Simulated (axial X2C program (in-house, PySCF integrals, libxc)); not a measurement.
# Relativistic diatomic calculation, with input and output: CaS⁻

System: CaS⁻, single determinant with M_S = 1/2 and |Λ| = 0.
Method: HF, spin-free X2C-1e, Ca dyall-acv3z, S dyall-av3z (cores contracted) (axial X2C program (in-house, PySCF integrals, libxc)).

Key numbers:

- outcome: converged
- bond length rₑ: 2.456 Å
- ωₑ: 407.8 cm⁻¹
- energy at the minimum: −1078.33607 hartree
- depth below the fragments: 1.90 eV
- largest ⟨S²⟩ along the curve: 0.90
- hardware: 1 thread of AMD EPYC (Zen 4), 24 GiB of memory available, shared host
- wall time: 3.9 s
- peak memory: 0.59 GiB

Notes:

Hartree–Fock lacks correlation, so it usually binds too weakly. ⟨S²⟩ reaches 0.90 where a pure state of this multiplicity has 0.75, so the determinant is spin-contaminated.

Input file:
```
{"zs": [20, 16], "q": -1, "bas": ["dyall-acv3z", "dyall-av3z"], "levels": ["PBE0", "HF", "r2SCAN0"], "cc": true, "r0": 2.41, "thr": -1.0, "nmax": 90, "npts": 10, "nst": 2, "ntry": 6}
```

The line is the task of a batch: nuclear charges, charge, bases, the levels to run, a first guess of the distance and further settings. This report covers HF without spin-orbit coupling. The log is that of the reference distance 2.401 Å.

Launched within a batch (the task file carries these settings):
```bash
python <driver script> task.json out
```

The program's output:
```
spin-free X2C-1e  HF
basis functions 183  fitting functions 702  grid points 5081
iter        total energy     max residual
   1      -1078.312824395     1.72e-01
   2      -1078.333253773     6.13e-03
   3      -1078.334801125     1.25e-02
   4      -1078.335250146     3.74e-03
   5      -1078.335412297     2.21e-03
   6      -1078.335443610     1.03e-03
   7      -1078.335450006     1.71e-04
   8      -1078.335451010     1.21e-04
   9      -1078.335451446     8.87e-05
  10      -1078.335451619     2.90e-05
  11      -1078.335451686     2.12e-05
  12      -1078.335451707     1.44e-05
  13      -1078.335451712     5.02e-06
  14      -1078.335451714     1.94e-06
converged
one-electron -1631.29672540  Coulomb 543.31160719  exact exchange -60.87790847  xc functional 0.00000000  nuclear repulsion 70.52757497
correlated 9  virtual 281  natural virtual 89  E(MP2) -0.210827075  MP2 remainder -0.004014684
iter   CCSD correlation   residual
   1     -0.213733978   1.02e-01
   2     -0.218376566   3.91e-02
   3     -0.219785649   1.63e-02
   4     -0.219722408   5.87e-03
   5     -0.219745375   2.40e-03
   6     -0.219754515   8.71e-04
   7     -0.219752888   3.27e-04
   8     -0.219755621   1.34e-04
   9     -0.219753872   5.78e-05
  10     -0.219753874   1.96e-05
(T) -0.013226933557709701  T1 0.0212  D1 0.0338  max T2 0.029
```

The points of the curve:

| R (Å) | E (hartree) | dipole (D; origin at the first atom, positive when the second is positive) | highest filled (eV) | lowest empty (eV) |
| --- | --- | --- | --- | --- |
| 2.089 | −1078.292394 | −5.17 | −1.18 | 1.83 |
| 2.185 | −1078.314991 | −6.36 | −1.35 | 1.83 |
| 2.257 | −1078.325702 | −7.19 | −1.48 | 1.83 |
| 2.329 | −1078.332243 | −7.99 | −1.59 | 1.83 |
| 2.401 | −1078.335452 | −8.76 | −1.70 | 1.83 |
| 2.485 | −1078.335926 | −9.63 | −1.82 | 1.83 |
| 2.569 | −1078.333724 | −10.46 | −1.94 | 1.83 |
| 2.677 | −1078.328094 | −11.45 | −2.07 | 1.82 |
| 2.809 | −1078.318498 | −12.48 | −2.21 | 1.80 |
| 3.001 | −1078.310264 | −5.90 | −1.49 | 1.84 |

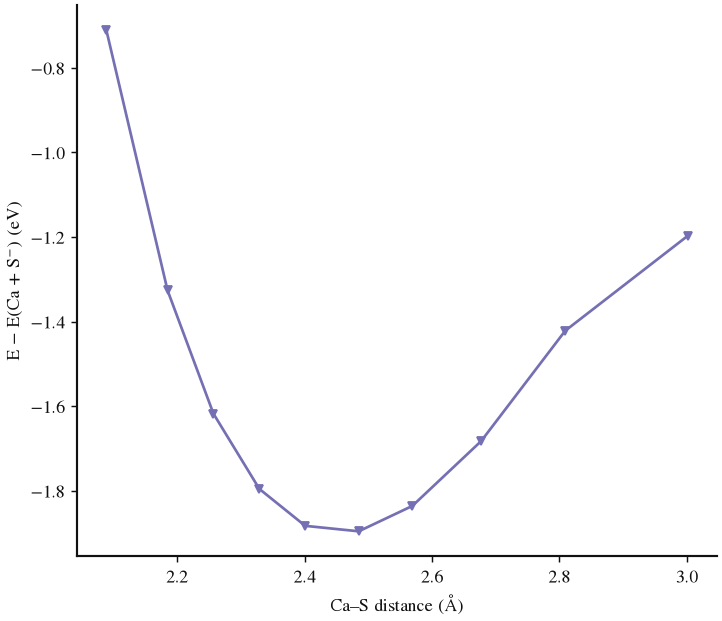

Figure 1. Energy at 10 bond lengths, for one set of occupations held fixed; the line joins the points. A polynomial of degree 6 through 9 points gives rₑ = 2.456 Å, ωₑ = 407.8 cm⁻¹, ωₑxₑ = −1.0 cm⁻¹ and Bₑ = 0.1574 cm⁻¹. The minimum lies 1.90 eV below Ca + S⁻, each computed as one determinant at the same level.

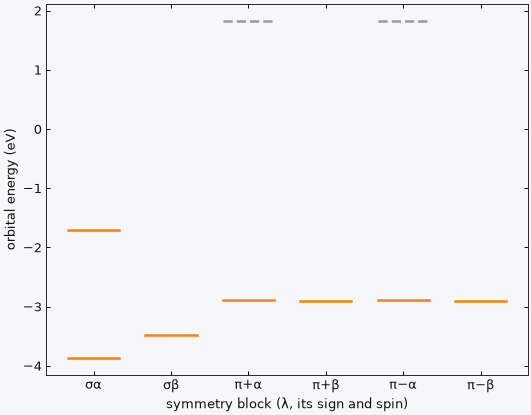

Figure 2. Orbital energies near the frontier at 2.40 Å, filled (solid) and empty (dashed); a label such as π−α means λ = −1 and α spin. The highest filled orbital (σα; 48 % Ca s, 38 % Ca p) lies at −1.70 eV, the lowest empty one (π+α; 100 % Ca p) at 1.83 eV.
